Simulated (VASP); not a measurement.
# FePt: the relaxed cell at several levels, part 2 of 3

Aim: relax FePt at several levels and hold each cell against experiment. The start is a cell from a database of measured crystal structures.

VASP 6.6.1, plane waves and PAW; the level of theory is named at each step.

Still holding for the runs below: The cell holds one magnetic atom, so no antiferromagnetic order fits into it. The k-mesh is coarse for a metal.

So far. Step 2 (Relaxation with PBE): It ends with forces that vanish by symmetry and a pressure of 0.04 GPa. The volume lies +2.1 % from that of the database's start. The conventional cell has a = 2.733 and c = 3.747 Å. The largest moment is 2.94 μB.

## 3. Relaxation with LDA

This step: LDA, spin-polarised from a ferromagnetic start (one magnetic atom a cell); plane waves and PAW (Fe, Pt) (VASP 6.6.1).

LDA, the lowest rung, knows the local density alone.

File INCAR:

```
SYSTEM = FePt
PREC = Accurate
ENCUT = 520
EDIFF = 1E-06
NELM = 100
ISMEAR = -1
SIGMA = 0.05
LREAL = .FALSE.
ALGO = Normal
GGA = CA
NBANDS = 18
ISPIN = 2
MAGMOM = 3 0
LASPH = .TRUE.
LMAXMIX = 4
LORBIT = 11
LWAVE = .FALSE.
LCHARG = .FALSE.
KPAR = 2
IBRION = 2
NSW = 60
ISIF = 3
EDIFFG = -0.01
```

File POSCAR:

```
FePt
1.0
    2.7216540008      0.0000000000      0.0000000000
    0.0000000000      2.7216540008      0.0000000000
    0.0000000000      0.0000000000      3.7000000000
Fe Pt
1 1
Direct
    0.5000000000      0.5000000000      0.5000000000
    0.0000000000      0.0000000000      0.0000000000
```

File KPOINTS:

```
Automatic mesh
0
Gamma
10 10 7
0 0 0
```

Potentials, in the order of the species: Fe and Pt (PBE family, release 64).

Started as:

```
> mpirun -np 2 vasp_std
```

Output:

```text
[banner, memory and clock lines left out]
running    2 mpi-ranks, on    1 nodes
 distrk:  each k-point on    1 cores,    2 groups
 distr:  one band on    1 cores,    1 groups

 POSCAR found type information on POSCAR FePt
 POSCAR found :  2 types and       2 ions
|                                                                             |
|               ----> ADVICE to this user running VASP <----                  |
|                                                                             |
|     You enforced a specific xc type in the INCAR file but a different       |
|     [... a line on the potential file left out ...]
|     I HOPE YOU KNOW WHAT YOU ARE DOING!                                     |
|                                                                             |

 LDA part: xc-table for (Slater(with rela. corr.)+CA(PZ))
 , standard interpolation
 POSCAR, INCAR and KPOINTS ok, starting setup
 FFT: planning ... GRIDC
 FFT: planning ... GRID_SOFT
 FFT: planning ... GRID
 WAVECAR not read
 entering main loop
       N       E                     dE             d eps       ncg     rms          rms(c)
DAV:   1     0.929838717782E+02    0.92984E+02   -0.81201E+03  6160   0.109E+03
DAV:   2    -0.151056083951E+02   -0.10809E+03   -0.95657E+02  6122   0.232E+02
DAV:   3    -0.188380924324E+02   -0.37325E+01   -0.36142E+01  7120   0.511E+01
DAV:   4    -0.188823297359E+02   -0.44237E-01   -0.44189E-01  6970   0.463E+00
DAV:   5    -0.188834611201E+02   -0.11314E-02   -0.11313E-02  6948   0.844E-01    0.174E+01
DAV:   6    -0.194212839907E+02   -0.53782E+00   -0.10332E+01  6494   0.674E+01    0.220E+01
DAV:   7    -0.172614172797E+02    0.21599E+01   -0.88776E+00  7698   0.684E+01    0.919E+00
DAV:   8    -0.170939383017E+02    0.16748E+00   -0.48219E-01  7842   0.945E+00    0.445E+00
DAV:   9    -0.170221844277E+02    0.71754E-01   -0.15083E-01  8518   0.712E+00    0.164E+00
DAV:  10    -0.170118547222E+02    0.10330E-01   -0.24461E-02  9130   0.240E+00    0.706E-01
DAV:  11    -0.170105628505E+02    0.12919E-02   -0.18178E-03  8620   0.602E-01    0.293E-01
DAV:  12    -0.170107927153E+02   -0.22986E-03   -0.13806E-04  8054   0.168E-01    0.119E-01
DAV:  13    -0.170108323694E+02   -0.39654E-04   -0.78132E-05  7732   0.124E-01    0.449E-02
DAV:  14    -0.170108226854E+02    0.96839E-05   -0.94473E-06  8412   0.560E-02    0.184E-02
DAV:  15    -0.170108226185E+02    0.66964E-07   -0.14990E-06  3454   0.279E-02
   1 F= -.17010823E+02 E0= -.17005035E+02  d E =-.170108E+02  mag=     3.1905
 curvature:   0.00 expect dE= 0.000E+00 dE for cont linesearch  0.000E+00
 trial: gam= 0.00000 g(F)=  0.000E+00 g(S)=  0.242E+00 ort = 0.000E+00 (trialstep = 0.100E+01)
 search vector abs. value=  0.242E+00
 bond charge predicted
       N       E                     dE             d eps       ncg     rms          rms(c)
DAV:   1    -0.197532853484E+02   -0.27425E+01   -0.41722E+01  6458   0.795E+01    0.170E+01
DAV:   2    -0.169678075808E+02    0.27855E+01   -0.43296E+00  6794   0.262E+01    0.655E+00
DAV:   3    -0.168943569283E+02    0.73451E-01   -0.16533E-01  7088   0.430E+00    0.344E+00
DAV:   4    -0.168926573777E+02    0.16996E-02   -0.18505E-02  8432   0.275E+00    0.116E+00
DAV:   5    -0.168956155705E+02   -0.29582E-02   -0.23110E-02  7102   0.357E+00    0.123E+00
DAV:   6    -0.168897377244E+02    0.58778E-02   -0.75184E-03  8704   0.192E+00    0.493E-01
DAV:   7    -0.168890839716E+02    0.65375E-03   -0.22644E-03  8724   0.669E-01    0.141E-01
DAV:   8    -0.168891700162E+02   -0.86045E-04   -0.26755E-04  7424   0.247E-01    0.457E-02
DAV:   9    -0.168891838852E+02   -0.13869E-04   -0.11585E-05  7606   0.313E-02    0.216E-02
DAV:  10    -0.168891874881E+02   -0.36029E-05   -0.27874E-06  6600   0.286E-02    0.141E-02
DAV:  11    -0.168891864260E+02    0.10621E-05   -0.63925E-07  3392   0.177E-02    0.366E-03
DAV:  12    -0.168891864244E+02    0.16560E-08   -0.18555E-07  3132   0.567E-03
   2 F= -.16889186E+02 E0= -.16880334E+02  d E =0.121636E+00  mag=     2.7483
[...]
3 F= -.17053754E+02 E0= -.17047062E+02  d E =-.429315E-01  mag=     3.1293
[...]
4 F= -.17053752E+02 E0= -.17047014E+02  d E =-.429291E-01  mag=     3.1274
[...]
5 F= -.17054161E+02 E0= -.17047388E+02  d E =-.409338E-03  mag=     3.1238
[...]
6 F= -.17054159E+02 E0= -.17047353E+02  d E =-.407312E-03  mag=     3.1213
[...]
7 F= -.17054162E+02 E0= -.17047364E+02  d E =-.410657E-03  mag=     3.1218
 curvature:  -0.67 expect dE=-0.266E-04 dE for cont linesearch -0.214E-06
 ZBRENT: interpolating
 opt :   1.2501  next Energy=   -17.054163 (dE=-0.411E-03)
 bond charge predicted
       N       E                     dE             d eps       ncg     rms          rms(c)
DAV:   1    -0.170541643881E+02   -0.19928E-05   -0.11323E-04  6480   0.730E-02    0.989E-03
DAV:   2    -0.170541639113E+02    0.47679E-06   -0.58844E-06  6886   0.540E-02
   8 F= -.17054164E+02 E0= -.17047373E+02  d E =-.412212E-03  mag=     3.1219
 curvature:  -0.95 expect dE=-0.201E-05 dE for cont linesearch -0.351E-06
 trial: gam= 0.00000 g(F)=  0.180E-63 g(S)=  0.211E-05 ort =-0.166E-04 (trialstep = 0.946E+00)
 search vector abs. value=  0.211E-05
 reached required accuracy - stopping structural energy minimisation
```

Wall time 78 s (2 MPI ranks of Intel Xeon Platinum 8488C (Sapphire Rapids), shared host); peak memory 0.36 GiB.

OUTCAR, selected parts (step 3):

```text
The static configuration has the point symmetry D_4h.

 Found     84 irreducible k-points:

   NELECT =      18.0000    total number of electrons

 E-fermi :   9.0500

 spin component 1
 k-point     1 :       0.0000    0.0000    0.0000
  band No.  band energies     occupation
    ...
      7       7.2576      1.00000
      8       7.4490      1.00000
      9       8.7643      0.99671
     10       8.9959      0.74679
     11       8.9959      0.74679
     12      11.3278      0.00000
     13      19.5005      0.00000
     14      21.1460      0.00000
     15      21.1460      0.00000
     16      26.4082      0.00000
    ...

 k-point     2 :       0.1000    0.0000    0.0000
  band No.  band energies     occupation
    ...
      7       7.1773      1.00000
      8       7.4470      1.00000
      9       8.1567      1.00000
     10       8.5129      0.99998
     11       8.9183      0.93299
     12      12.4408      0.00000
     13      19.0814      0.00000
     14      20.1429      0.00000
     15      21.6649      0.00000
     16      26.6888      0.00000
    ...

 k-point     3 :       0.2000    0.0000    0.0000
  band No.  band energies     occupation
    ...
      7       6.9608      1.00000
      8       7.0429      1.00000
      9       7.5464      1.00000
     10       7.9320      1.00000
     11       8.6908      0.99924
     12      14.3977      0.00000
     13      16.9010      0.00000
     14      19.6613      0.00000
     15      23.0534      0.00000
     16      26.2429      0.00000
    ...

 k-point     4 :       0.3000    0.0000    0.0000
  band No.  band energies     occupation
    ...
      7       6.3343      1.00000
      8       6.6615      1.00000
      9       7.3526      1.00000
     10       8.0212      1.00000
     11       8.3303      1.00000
     12      14.4560      0.00000
     13      16.5574      0.00000
     14      19.5539      0.00000
     15      24.4304      0.00000
     16      24.9983      0.00000
    ...

  Total       -0.0035026     -0.0035026     -0.0079389      0.0000000      0.0000000     -0.0000000
  in kB       -0.2144820     -0.2144820     -0.4861311      0.0000000      0.0000000     -0.0000000
  external PRESSURE =      -0.3050317 kB  Pullay stress =       0.0000000 kB

  energy-cutoff  :      520.00
  volume of cell :       26.16
      direct lattice vectors                 reciprocal lattice vectors
     2.671402677  0.000000000  0.000000000     0.374335179  0.000000000  0.000000000
     0.000000000  2.671402677  0.000000000     0.000000000  0.374335179 -0.000000000
    -0.000000000  0.000000000  3.666374434    -0.000000000  0.000000000  0.272749011

 POSITION                                       TOTAL-FORCE (eV/Angst)
 -----------------------------------------------------------------------------------
      1.33570      1.33570      1.83319        -0.000000      0.000000      0.000000
      0.00000      0.00000      0.00000         0.000000     -0.000000      0.000000
 -----------------------------------------------------------------------------------
    total drift:                               -0.000000      0.000000      0.000000

  FREE ENERGIE OF THE ION-ELECTRON SYSTEM (eV)
  ---------------------------------------------------
  free  energy   TOTEN  =       -17.0541639113 eV

  energy  without entropy=      -17.0405830145  energy(sigma->0) =      -17.04737346

 total charge
# of ion       s       p       d       tot
------------------------------------------
    1        0.433   0.495   6.213   7.141
    2        0.735   0.720   8.085   9.541
--------------------------------------------------
tot          1.168   1.216  14.298  16.682

 magnetization (x)
# of ion       s       p       d       tot
------------------------------------------
    1        0.002   0.001   2.712   2.715
    2       -0.020  -0.047   0.420   0.352
--------------------------------------------------
tot         -0.018  -0.047   3.132   3.067

[... 8 parts as in an earlier step ...]

[... 9 further parts left out ...]
```

The PAW data sets were made with PBE, though LDA sets exist; this is a small mismatch.

The steps of the relaxation:

| step | energy less that of the first step (eV) | largest force (eV/Å) | pressure (GPa) | volume (Å³) |
| --- | --- | --- | --- | --- |
| 1 | 0.0000 | 0.0000 | -10.64 | 27.41 |
| 2 | 0.1216 | 0.0000 | 26.00 | 23.95 |
| 3 | -0.0429 | 0.0000 | -0.05 | 26.18 |
| 4 | -0.0429 | 0.0000 | 0.17 | 26.16 |
| 5 | -0.0433 | 0.0000 | 0.17 | 26.16 |
| 6 | -0.0433 | 0.0000 | 0.13 | 26.17 |
| 7 | -0.0433 | 0.0000 | 0.14 | 26.16 |
| 8 | -0.0433 | 0.0000 | -0.03 | 26.16 |

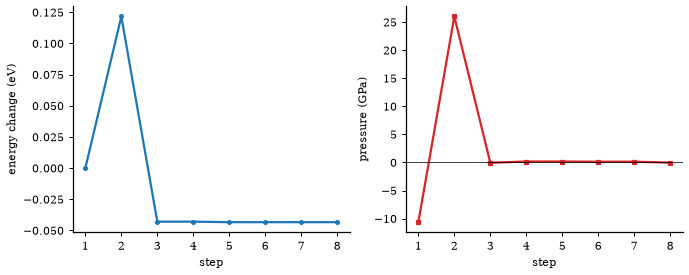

Energy and pressure along the relaxation.

| conventional cell, symmetrised | before | after | change |
| --- | --- | --- | --- |
| a (Å) | 2.722 | 2.671 | -1.8 % |
| b (Å) | 2.722 | 2.671 | -1.8 % |
| c (Å) | 3.700 | 3.666 | -0.9 % |
| volume (Å³/atom) | 13.70 | 13.08 | -4.5 % |

The relaxed structure:

```xyz
2
Lattice="2.6714 0.0000 0.0000 0.0000 2.6714 0.0000 0.0000 0.0000 3.6664" Properties=species:S:1:pos:R:3 pbc="T T T"
Fe    1.3357    1.3357    1.8332
Pt    0.0000    0.0000    0.0000
```

This step gave:

* free energy (TOTEN): -17.05 eV
* energy at zero smearing: -17.05 eV
* Fermi energy: 9.05 eV
* pressure: -0.03050 GPa
* moment of the cell, from the last line of the log: 3.122 μB
* SCF cycles over all ionic steps: 62

Spin moment in the PAW sphere by atom:

```csv
atom,spin moment in the PAW sphere (μB)
Fe1,2.71
Pt2,0.35
```

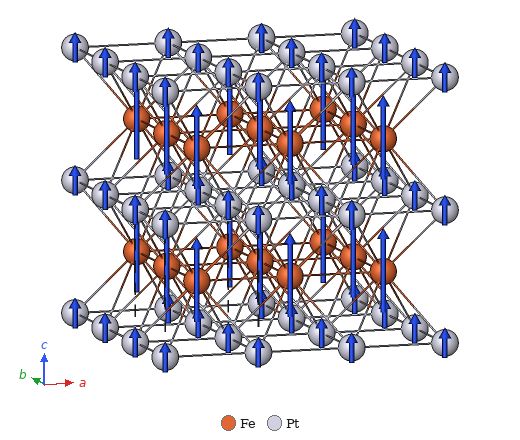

Spin moment in the PAW sphere as arrows, the longest 2.71 μB. Up and down stand for the sign. Arrows give size and sign along the axis of quantisation, drawn up and down the page. Each arrow also spans its atom, so small moments look longer than they are. 3×3×2 cells are drawn. Some periodic images of atoms are drawn too.

It ends at 13.08 Å³/atom, -4.5 % from the start, with -0.03 GPa left. The conventional cell has a = 2.671 and c = 3.666 Å. The largest moment is 2.71 μB.

## 4. Relaxation with r2SCAN

This step: r2SCAN, spin-polarised from a ferromagnetic start (one magnetic atom a cell); plane waves and PAW (Fe, Pt) (VASP 6.6.1).

r2SCAN adds the kinetic-energy density, costs more than a GGA and is run with LASPH.

Edit INCAR of step 3 so:

```diff
@@ -9,3 +9,4 @@
 ALGO = Normal
-GGA = CA
+METAGGA = R2SCAN
+LASPH = .TRUE.
 NBANDS = 18
@@ -13,3 +14,2 @@
 MAGMOM = 3 0
-LASPH = .TRUE.
 LMAXMIX = 4
```

POSCAR is that of step 3.

KPOINTS is that of step 3.

Started as:

```
> mpirun -np 2 vasp_std
```

Output:

```text
[banner, memory and clock lines left out]
running    2 mpi-ranks, on    1 nodes
[...]
[... a notice as in an earlier step ...]

 LDA part: xc-table for (None), standard interpolation
 POSCAR, INCAR and KPOINTS ok, starting setup
[...]
entering main loop
       N       E                     dE             d eps       ncg     rms          rms(c)
DAV:   1     0.462465273100E+02    0.46247E+02   -0.84017E+03  6128   0.113E+03
DAV:   2    -0.674744149120E+02   -0.11372E+03   -0.10035E+03  6122   0.242E+02
DAV:   3    -0.715207403805E+02   -0.40463E+01   -0.39378E+01  7096   0.545E+01
DAV:   4    -0.715697920854E+02   -0.49052E-01   -0.49015E-01  6972   0.498E+00
[...]
DAV:  15    -0.665444253368E+02   -0.19829E-05   -0.13714E-05  7220   0.401E-02    0.119E-02
DAV:  16    -0.665444273428E+02   -0.20060E-05   -0.18158E-06  4860   0.268E-02    0.709E-03
DAV:  17    -0.665444273931E+02   -0.50334E-07   -0.63270E-07  3570   0.150E-02
   1 F= -.66544427E+02 E0= -.66539240E+02  d E =-.665444E+02  mag=     3.5896
[... from here on, the cycles between the ionic steps are left out ...]
   2 F= -.66531355E+02 E0= -.66526446E+02  d E =0.130728E-01  mag=     3.6191
   3 F= -.66549993E+02 E0= -.66545006E+02  d E =-.556575E-02  mag=     3.6057
   4 F= -.66549990E+02 E0= -.66545011E+02  d E =-.556254E-02  mag=     3.6058
   5 F= -.66550066E+02 E0= -.66545118E+02  d E =-.757561E-04  mag=     3.6065
   6 F= -.66550074E+02 E0= -.66545140E+02  d E =-.845378E-04  mag=     3.6067
[...]
reached required accuracy - stopping structural energy minimisation
```

It took 4.5 min on 2 MPI ranks; peak memory 0.38 GiB.

From OUTCAR (step 4):

```text
  Total       -0.0132628     -0.0132628     -0.0107165      0.0000000     -0.0000000      0.0000000
  in kB       -0.7622052     -0.7622052     -0.6158695      0.0000000     -0.0000000      0.0000000
  external PRESSURE =      -0.7134266 kB  Pullay stress =       0.0000000 kB

 POSITION                                       TOTAL-FORCE (eV/Angst)
 -----------------------------------------------------------------------------------
      1.37057      1.37057      1.85515        -0.000000     -0.000000      0.000000
      0.00000     -0.00000      0.00000         0.000000      0.000000      0.000000
 -----------------------------------------------------------------------------------
    total drift:                               -0.000000      0.000000      0.000000

  FREE ENERGIE OF THE ION-ELECTRON SYSTEM (eV)
  ---------------------------------------------------
  free  energy   TOTEN  =       -66.5500744736 eV

  energy  without entropy=      -66.5402050134  energy(sigma->0) =      -66.54513974

 magnetization (x)
# of ion       s       p       d       tot
------------------------------------------
    1        0.019  -0.014   3.265   3.270
    2       -0.023  -0.087   0.473   0.362
--------------------------------------------------
tot         -0.004  -0.101   3.738   3.633

[... 2 parts as in an earlier step ...]

[... 2 further parts left out ...]
[key lines of the parts left out:]
E-fermi :   8.5502
```

SCAN-type functionals tend to overstate the moments of itinerant magnets. The PAW data sets were made with PBE, which is usual practice but a small mismatch for other functionals.

The steps of the relaxation:

```csv
step,energy less that of the first step (eV),largest force (eV/Å),pressure (GPa),volume (Å³)
1,0.0000,0.0000,3.91,27.41
2,0.0131,0.0000,-6.51,28.76
3,-0.0056,0.0000,-0.01,27.87
4,-0.0056,0.0000,-0.09,27.88
5,-0.0056,0.0000,-0.06,27.88
6,-0.0056,0.0000,-0.07,27.88
```

| conventional cell, symmetrised | before | after | change |
| --- | --- | --- | --- |
| a (Å) | 2.722 | 2.741 | +0.7 % |
| b (Å) | 2.722 | 2.741 | +0.7 % |
| c (Å) | 3.700 | 3.710 | +0.3 % |
| volume (Å³/atom) | 13.70 | 13.94 | +1.7 % |

The relaxed structure:

```xyz
2
Lattice="2.7411 0.0000 0.0000 0.0000 2.7411 0.0000 0.0000 0.0000 3.7103" Properties=species:S:1:pos:R:3 pbc="T T T"
Fe    1.3706    1.3706    1.8551
Pt    0.0000    0.0000    0.0000
```

It ends at 13.94 Å³/atom, +1.7 % from the start, with -0.07 GPa left. The conventional cell has a = 2.741 and c = 3.710 Å. The largest moment is 3.27 μB.

(Continued in part 3 of 3.)

[Lines on the potential files, build, host, timing and source positions are cut from VASP's logs without a mark.]

[Logs are printed without paths, hosts, clocks, repeated set-up lines and the standing remarks that a program may print on its own settings, such as how far it seeks lower states.]

[Hosts, paths, dates, database ids (printed as entryN), source tags and the programs' standing remarks are cut or masked in the printed files.]

[A measured line is paired with the nearest computed mode of its activity, which favours agreement.]
